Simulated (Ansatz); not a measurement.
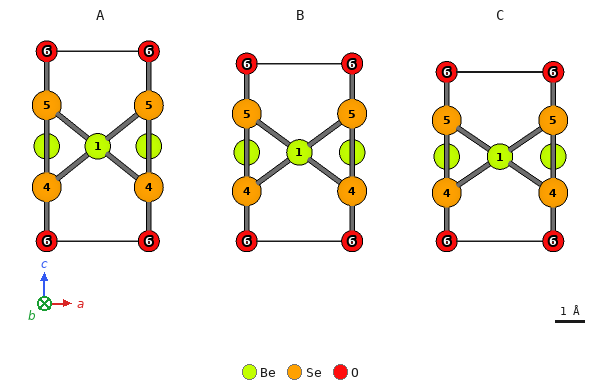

3 geometries from one relaxation of a crystal of Be3Se2O (a generated structure, set up in P6/mmm) (coarse preliminary run), in shuffled order. The picture is a ball-and-stick view of the cell of the calculation, seen along the b axis.

Theory: DFT PBE, scalar-relativistic, plane waves, PAW (Ansatz 0.2.0). Settings: plane-wave cutoff 420 eV; k-point mesh 6 × 6 × 4; occupations gaussian; smearing width 0.1 eV; no spin polarisation; cell and atoms relaxed; force threshold 0.04 eV/Å; at most 70 steps.

> Put them in the order of the run, from the start to the converged end.

C, B, A. They are steps 0, 1, 5, at +1.615 eV per cell of the calculation, +0.628 eV per cell of the calculation relative to the last. After 4 accepted moves (5 points after the start) the energy has fallen by 1.615 eV per cell of the calculation. Largest force component: 2.3 eV/Å at the start, 0.021 eV/Å at the end. The pressure goes from 11.07 to 0.07 GPa. The SCF was repeated once at an unchanged geometry on a basis and grid sized afresh for the cell, which shifted the energy by 10.9 meV per cell of the calculation at most. The largest moves relative to the cell, 0.010 Å, are those of Se atoms. Be and O stay in place. Cell: a = b 4.369 → 4.186 Å (−4.2 %), c 6.011 → 6.743 Å (+12.2 %). Volume +3.0 %. Among the contacts that change: Se–Se 2.571 → 2.905 Å, O–Se 1.720 → 1.919 Å, Be–Se 2.535 → 2.547 Å. Bond angles that change, for instance: Se–Be–Se 119.1° → 110.5°, Se–Be–Se 60.9° → 69.5°. The space group stays P6/mmm (No. 191). Cost: 21 s on 1 thread of Intel(R) Xeon(R) Processor @ 2.70GHz, on a shared host, peak memory 0.41 GiB.
